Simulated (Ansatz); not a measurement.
The parent structure is BeSe in the zinc blende structure (space group F-43m, No. 216; a = 5.1289 Å).

The change: S takes the place of Se on all its sites; the structure is relaxed again.

Calculations: DFT with PBEsol, PAW potentials and a 420 eV plane-wave cutoff in Ansatz (a first-principles code), scalar-relativistic without spin-orbit coupling.

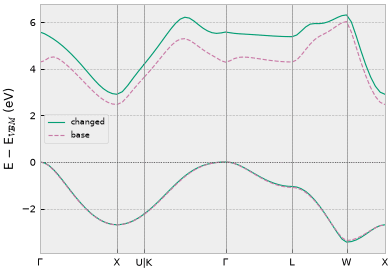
Fig. 1. Highest valence and lowest conduction band along the path, each from its own valence-band maximum

The gap is 2.91 eV, indirect, Γ → X; the base has 2.47 eV.

Stability against distortions was not tested.
